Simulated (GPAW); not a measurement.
Consider wurtzite (GaN)1-x(InN)x, x = 0.875.

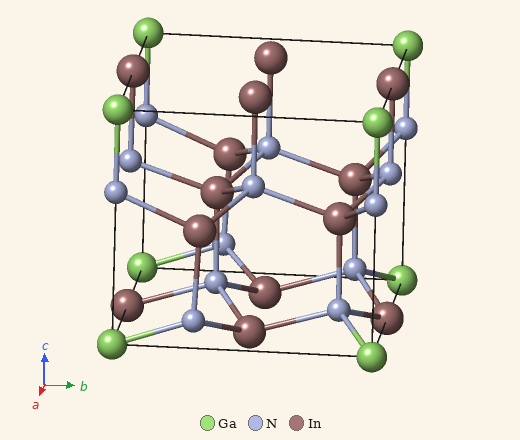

The structure (gallium green, nitrogen light blue, indium brown). Some periodic images of atoms are drawn too.

```xyz
16
Lattice="7.0010 0.0000 0.0000 0.0000 6.0630 0.0000 0.0000 0.0000 5.6383" Properties=species:S:1:pos:R:3 pbc="T T T"
Ga    6.9981    6.0618    5.6378
N     6.9969    1.8796    0.6589
In    6.9995    1.9766    2.8222
N     6.9994    0.0009    3.6550
In    1.7053    3.0351    0.0039
N     1.6361    5.1110    0.6521
In    1.7120    5.0719    2.8239
N     1.7332    3.0384    3.4890
In    3.4979    0.0020    0.0079
N     3.4963    2.0552    0.6701
In    3.4985    2.0311    2.8254
N     3.4993    6.0527    3.4871
In    5.2875    3.0342    0.0034
N     5.3590    5.1102    0.6511
In    5.2863    5.0716    2.8232
N     5.2644    3.0379    3.4885
```

Absorber: atom 2, with 1 Ga at 1.99 Å and 3 In at 2.16 Å (distorted tetrahedral). Method: GPAW, LDA, excited-electron core hole (neutral cell), 16-atom cell with 5.6 Å between holes, 4×4×4 k points, dipole transitions, Gaussian full width 0.9 eV up to 4 eV, rising linearly to 3.5 eV at 25 eV.

Predict the near-edge structure at the N K edge.

Main maxima up to 24 eV above the zero (height): 3.6 eV (3.26), 5.9 eV (1.18) and 20.0 eV (1.01). A K edge sees empty p states on the absorber. The total-energy difference is 401.36 eV. One term is added: -7.76 eV, since the hole is spin-paired here and a spin-polarised one costs that much less in the free atom (computed apart). The photon energy is then 393.60 eV. The functional leaves an error in such absolute values: in the free atom LDA prices this hole 3.5 eV below PBE (computed apart), and PBE is itself good to a few eV.

The N K spectrum (energy from the lowest empty level; intensity scaled to a mean of 1 over the first 20 eV):

```
E (eV)  isotropic  ε ∥ x  ε ∥ y  ε ∥ z
  -2.0       0.00   0.00   0.00   0.00
  -0.5       0.07   0.10   0.06   0.04
   1.0       1.44   1.44   1.25   1.64
   2.5       2.00   1.94   1.60   2.45
   4.0       2.86   2.28   4.04   2.27
   5.5       1.07   0.78   0.90   1.53
   7.0       0.87   0.98   0.89   0.75
   8.5       0.85   0.99   1.11   0.44
  10.0       0.48   0.53   0.40   0.52
  11.5       0.34   0.26   0.25   0.51
  13.0       0.39   0.30   0.37   0.50
  14.5       0.55   0.43   0.57   0.65
  16.0       0.66   0.59   0.73   0.66
  17.5       0.81   0.82   1.09   0.52
  19.0       0.98   1.05   1.21   0.67
  20.5       1.00   0.97   1.00   1.03
  22.0       0.88   0.78   0.81   1.04
  23.5       0.69   0.67   0.69   0.73
  25.0       0.58   0.62   0.57   0.57
  26.5       0.54   0.61   0.44   0.57
```

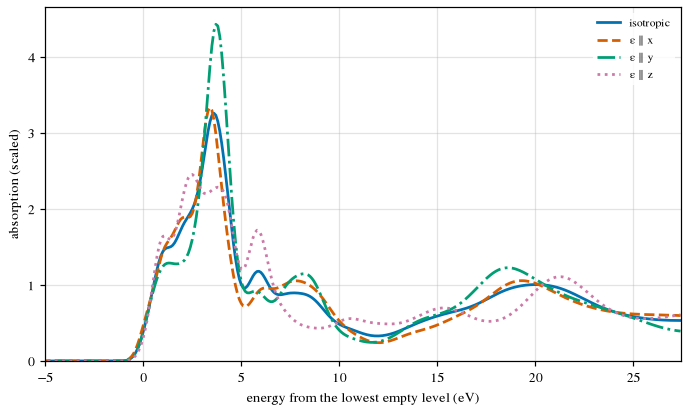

The N K edge.

The cell shows no gap over 0.35 eV; the host's own band filling, the defect's levels or the functional may be the cause. The holes are only 5.6 Å apart, so the shape is probably not converged with cell size; no larger cell was run here. The mesh is coarse (0.28 Å⁻¹ between points), so small maxima may be mesh ripples. Lifetime broadening is put in by hand, and intensities beyond about 20 eV depend on it and on the partial waves; weight that the partial waves miss at high energy is lost.

[Banner, clock and machine lines of the logs are left out without a mark of their own.]

[Logs are printed without paths, hosts, clocks, repeated set-up lines and the standing remarks that a program may print on its own settings, such as how far it seeks lower states.]

[Hosts, paths, dates, database ids (printed as entryN), source tags and the programs' standing remarks are cut or masked in the printed files.]

[Lists of maxima count a maximum above −3 eV only where it reaches 4 % of the highest in the window and stands out from its surroundings by 2 % of it (1.5 % where it reaches 55 %); shoulders and weaker maxima are passed over, and of the rest the first, up to two pre-edge ones and the few strongest are named.]
